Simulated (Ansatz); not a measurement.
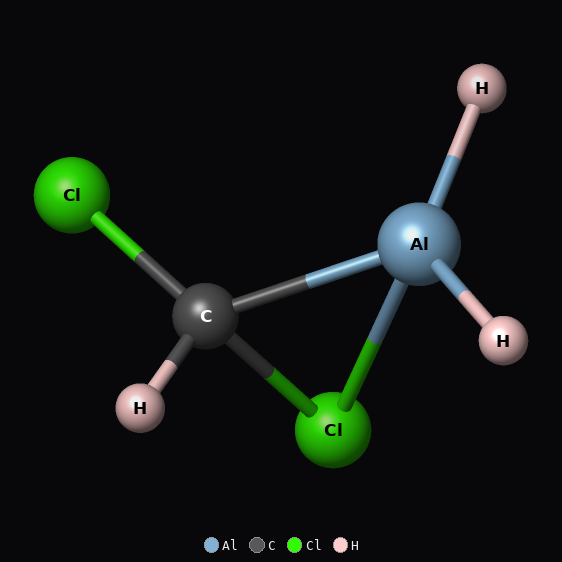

Rendered structure (ball-and-stick style). Every bond is drawn as one stick, whatever its order.

Description:

Formula CH3AlCl2. This geometry has C1 symmetry.

The parts below concern this one geometry. Atoms keep their numbers from picture to picture. The computed structure is the end point of a PBE0-D4/def2-TZVP optimisation.

## Thermal motion

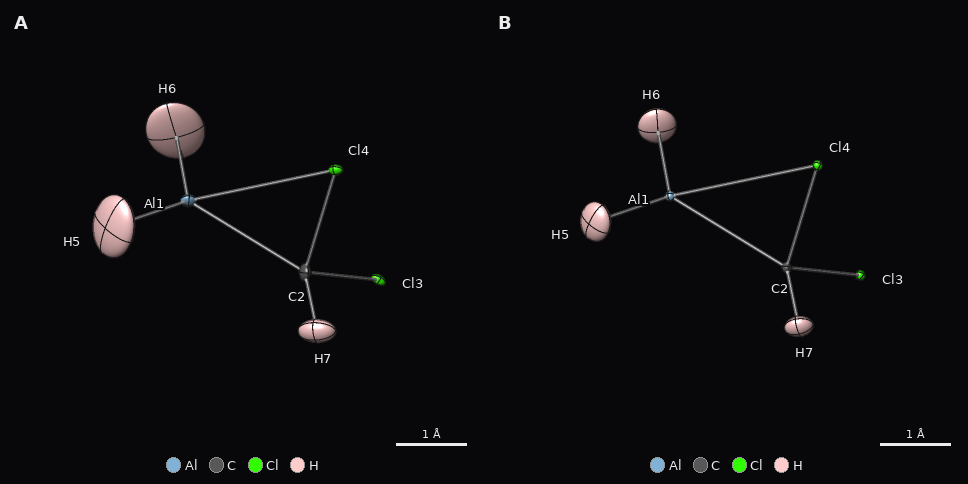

Displacement ellipsoids at the 50 % level, from the internal vibrations of the free molecule (harmonic, no overall translation or rotation; no half-axis is drawn under 0.075 Å). Vibrations computed with RKS PBE0-D4/def2-TZVP (Ansatz 0.2.0). One panel is for 0 K (zero-point motion alone), the other for 600 K.

Which panel is for 600 K?

Answer. A.

How much does the mean-square displacement of H6 grow, and why?

Answer. U_eq goes from 0.0281 to 0.0714 Å², a factor of 2.5. Modes below kT (417 cm⁻¹ at 600 K) grow about in proportion to T, and the lowest lies at 150 cm⁻¹; the mean-square amplitude of a mode is its zero-point value times coth(ħω/2kT), which comes close to 1 only above about 3kT.

## Electronic properties

Properties computed with RKS BHLYP-D4/def2-TZVPP (Ansatz 0.2.0).

What does the calculation give?

- HOMO energy (Kohn–Sham orbital): −9.02 eV
- LUMO energy (Kohn–Sham orbital): −0.20 eV
- HOMO–LUMO gap: 8.82 eV
- dispersion correction: −24.3 kJ/mol

## Vibrations

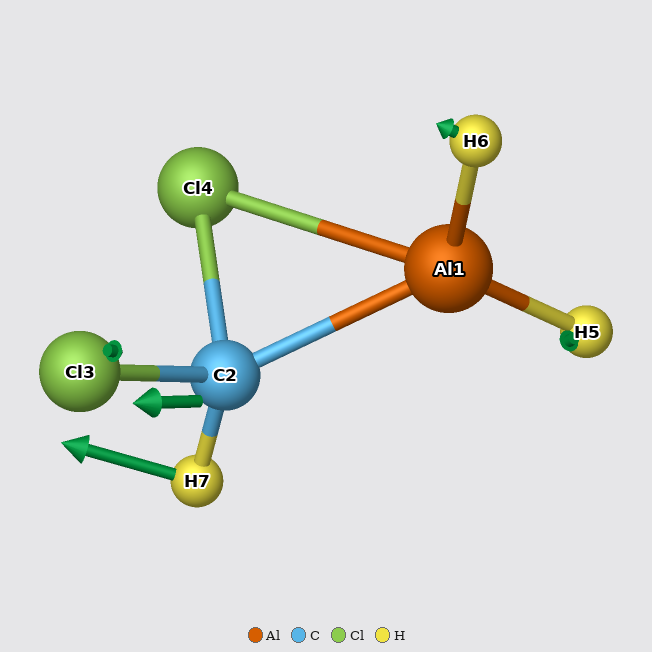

The arrows show one normal mode. Harmonic vibrations computed with RKS PBE0-D4/def2-TZVP (Ansatz 0.2.0) at a stationary point of the same level.

Estimate its harmonic wavenumber.

Answer. 830 cm⁻¹; it is mode 10 of 15 counted from the lowest.

## Dipole moment

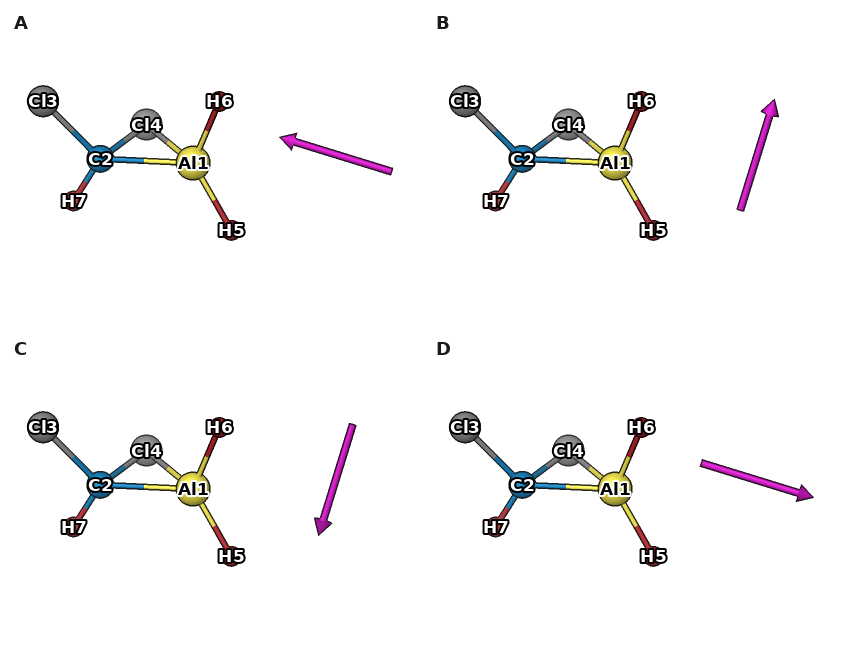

The same molecule four times, each with an arrow. Method: RKS ωB97M-V/def2-TZVPP (Ansatz 0.2.0).

Which arrow points along the dipole moment, from the negative to the positive end?

Answer. C. The dipole moment is 1.08 D; it points from the side of H6 to the side of H7 (the outermost atoms at the two ends).
